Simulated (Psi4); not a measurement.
**C2H8OSi (SMILES CC[SiH2]O) at MP2/cc-pVDZ**

Aim: the vertical ionisation energy of C2H8OSi at MP2/cc-pVDZ, from 2 runs. 

Program for the calculation: Psi4 1.11.

## Step 1: Starting point

The species is C2H8OSi (12 atoms), meant as a singlet with charge 0. SMILES: `CC[SiH2]O`. The shape is that of a PBE0-D4/def2-TZVP optimisation. This is one conformer, not always the lowest.

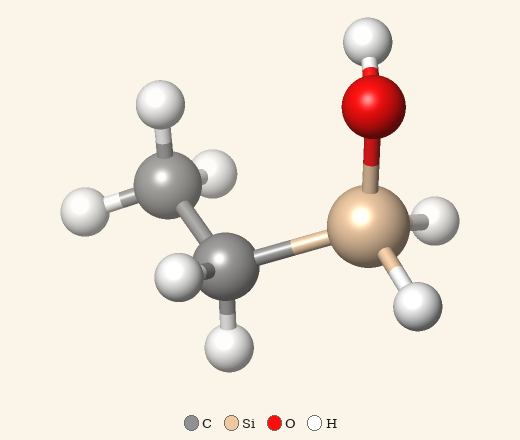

Viewed from a chosen angle; carbon grey, silicon light orange, oxygen red, hydrogen white.

## Step 2: A single-point energy at MP2/cc-pVDZ

File c2h8osi.py:

```python
import psi4

psi4.set_memory(1600000000)
psi4.set_num_threads(1)
psi4.core.set_output_file('psi4.out', False)

mol = psi4.geometry("""
0 1
C     -1.462000    -0.315100    -0.130400
C     -0.193100    -0.595200     0.670600
Si     1.348100     0.138200    -0.088600
O      1.258000     1.782700    -0.229600
H     -1.384700    -0.701300    -1.150800
H     -1.659100     0.758300    -0.198700
H     -2.341400    -0.775300     0.326800
H     -0.292100    -0.210900     1.691700
H     -0.031100    -1.675800     0.767200
H      1.555800    -0.473500    -1.435500
H      2.530600    -0.124900     0.769100
H      0.748100     2.137600    -0.957900
units angstrom
symmetry c1
no_reorient
no_com
""")

psi4.set_options(dict(puream=True, e_convergence=1e-09, d_convergence=1e-08, scf_type='pk', num_frozen_docc=8, mp2_type='conv'))

e = psi4.energy('mp2/cc-pVDZ')
print(f'mp2/cc-pVDZ energy: {e:.10f} Eh')
```

Launch:

```console
$ python c2h8osi.py
```

psi4.out:

```text
[...]
  Running in c1 symmetry.
[...]
  Nuclear repulsion =  176.424078165349016
[...]
  Multiplicity = 1
[...]
  Nalpha       = 21
  Nbeta        = 21
[...]
    Number of basis functions: 100
[...]
   @RHF iter   1:  -444.08413983858884   -6.80436e-01   5.28356e-03 DIIS/ADIIS
[...]
   @RHF iter  11:  -444.23640725143377   -1.07434e-11   7.14608e-09 DIIS
[...]
    Orbital Energies [Eh]
    ---------------------
    Doubly Occupied:
       1A    -68.794819     2A    -20.551335     3A    -11.231291
       4A    -11.214546     5A     -6.140833     6A     -4.248095
       7A     -4.246768     8A     -4.246300     9A     -1.334706
      10A     -1.026983    11A     -0.851857    12A     -0.737110
      13A     -0.638718    14A     -0.608946    15A     -0.576647
      16A     -0.546034    17A     -0.525045    18A     -0.507397
      19A     -0.495050    20A     -0.453402    21A     -0.414439
[...]
  @RHF Final Energy:  -444.23640725143377
   => Energetics <=
    Nuclear Repulsion Energy =            176.4240781653490160
    One-Electron Energy =                -962.5403225470961388
    Two-Electron Energy =                 341.8798371303133763
    Total Energy =                       -444.2364072514337749
[...]
 Multipole Moments:
 ------------------------------------------------------------------------------------
     Multipole            Electronic (a.u.)      Nuclear  (a.u.)        Total (a.u.)
 ------------------------------------------------------------------------------------
 L = 1.  Multiply by 2.5417464519 to convert [e a0] to [Debye]
 Dipole X            :        -34.8284196           34.2662149           -0.5622047
 Dipole Y            :        -18.4641794           18.2713840           -0.1927955
 Dipole Z            :         -0.2587399           -0.0455424           -0.3042823
 Magnitude           :                                                    0.6677065
[...]
	SCS-MP2 Total Energy (a.u.)        :  -444.82045340649347
	SOS-MP2 Total Energy (a.u.)        :  -444.77625469794066
	SCSN-MP2 Total Energy (a.u.)       :  -444.46977643259288
[...]
	SOS-PI-MP2 Total Energy (a.u.)     :  -444.86622927235851
[...]
	MP2 Total Energy (a.u.)            :  -444.81887624918147
[...]
```

On the terminal:

```text
mp2/cc-pVDZ energy: -444.8188762492 Eh
```

Run time: 11 s. Hardware: 1 thread of Intel Xeon 6975P-C (Granite Rapids), shared host; peak memory 0.6 GiB.

## Step 3: The doublet cation

File input.dat:

```
memory 1600 MB

molecule molecule1 {
  1 2
  C     -2.76277959    -0.59545270    -0.24642029
  C     -0.36490611    -1.12476499     1.26725034
  Si     2.54753979     0.26116015    -0.16742973
  O      2.37727546     3.36881476    -0.43388112
  H     -2.61670376    -1.32526493    -2.17469682
  H     -3.13524461     1.43297932    -0.37548858
  H     -4.42460475    -1.46510466     0.61756250
  H     -0.55198900    -0.39854324     3.19684969
  H     -0.05877048    -3.16680304     1.44979788
  H      2.94003590    -0.89478532    -2.71270185
  H      4.78214093    -0.23602679     1.45338836
  H      1.41370411     4.03947856    -1.81016865
  units au
  symmetry c1
  no_reorient
  no_com
}

set {
  reference uhf
  puream true
  e_convergence 1e-09
  d_convergence 1e-08
  scf_type pk
  num_frozen_docc 8
  mp2_type conv
  maxiter 100
}

energy("mp2/cc-pVDZ")
print_variables()
```

Launch:

```console
$ psi4 input.dat output.dat -n 1
```

output.dat:

```text
[...]
  Running in c1 symmetry.
[...]
  Nuclear repulsion =  176.424078339710434
[...]
  Multiplicity = 2
[...]
  Nalpha       = 21
  Nbeta        = 20
[...]
    Number of basis functions: 100
[...]
   @UHF iter   1:  -443.72713685785538   -3.23433e-01   4.60119e-03 ADIIS/DIIS
[...]
   @UHF iter  20:  -443.87296479937709   -1.01181e-11   7.56592e-09 DIIS
[...]
   @S^2 Observed:                7.656376787E-01
[...]
    Orbital Energies [Eh]
    ---------------------
    Alpha Occupied:
       1A    -69.058764     2A    -20.782525     3A    -11.524315
       4A    -11.451285     5A     -6.403822     6A     -4.515046
       7A     -4.508575     8A     -4.506995     9A     -1.560332
      10A     -1.307556    11A     -1.113313    12A     -0.972474
      13A     -0.890281    14A     -0.867550    15A     -0.816954
      16A     -0.785616    17A     -0.758693    18A     -0.742799
      19A     -0.729846    20A     -0.701514    21A     -0.682009
    Alpha Virtual:
      22A     -0.043733    23A     -0.020293    24A      0.013322
      25A      0.027567    26A      0.038357    27A      0.041977
[...]
  @UHF Final Energy:  -443.87296479937709
   => Energetics <=
    Nuclear Repulsion Energy =            176.4240783397104337
    One-Electron Energy =                -952.3297014816859019
    Two-Electron Energy =                 332.0326583425983245
    Total Energy =                       -443.8729647993770868
  UHF NO Occupations:
  HONO-2 :   19  A 1.9986331
  HONO-1 :   20  A 1.9960389
[...]
 Multipole Moments:
 ------------------------------------------------------------------------------------
     Multipole            Electronic (a.u.)      Nuclear  (a.u.)        Total (a.u.)
 ------------------------------------------------------------------------------------
 L = 1.  Multiply by 2.5417464519 to convert [e a0] to [Debye]
 Dipole X            :        -34.2796148           34.2662149           -0.0133999
 Dipole Y            :        -18.8086135           18.2713839           -0.5372296
 Dipole Z            :          0.0723225           -0.0455424            0.0267802
 Magnitude           :                                                    0.5380635
[...]
	SCS-MP2 Total Energy (a.u.)        :  -444.43750912386633
	SOS-MP2 Total Energy (a.u.)        :  -444.39447814998351
	SCSN-MP2 Total Energy (a.u.)       :  -444.10016834147848
[...]
	SOS-PI-MP2 Total Energy (a.u.)     :  -444.48139704175122
[...]
	MP2 Total Energy (a.u.)            :  -444.43665217986427
[...]
```

Wall time 13 s (1 thread of Intel Xeon 6975P-C (Granite Rapids), shared host); peak memory 0.6 GiB.

## Step 4: Results

At MP2/cc-pVDZ, 8 core orbitals frozen:

| quantity | value |
| --- | --- |
| singlet C2H8OSi: total energy | -444.81888 Eh |
| singlet C2H8OSi: HOMO energy (Hartree–Fock orbitals) | -11.28 eV |
| singlet C2H8OSi: LUMO energy (Hartree–Fock orbitals) | 4.23 eV |
| singlet C2H8OSi: HOMO–LUMO gap (Hartree–Fock orbitals) | 15.51 eV |
| singlet C2H8OSi: correlation energy (8 core orbitals frozen) | -582.5 mEh |
| doublet cation: total energy | -444.43665 Eh |
| doublet cation: HOMO energy (Hartree–Fock orbitals) (highest over α and β) | -17.94 eV |
| doublet cation: LUMO energy (Hartree–Fock orbitals) (lowest over α and β) | -8.47 eV |
| doublet cation: correlation energy (8 core orbitals frozen) | -563.7 mEh |
| doublet cation: ⟨S²⟩ of the reference determinant | 0.766 |
| vertical ionisation energy (to the doublet cation) | 10.401 eV |

Removing an electron at fixed nuclei costs 10.40 eV (1004 kJ/mol).
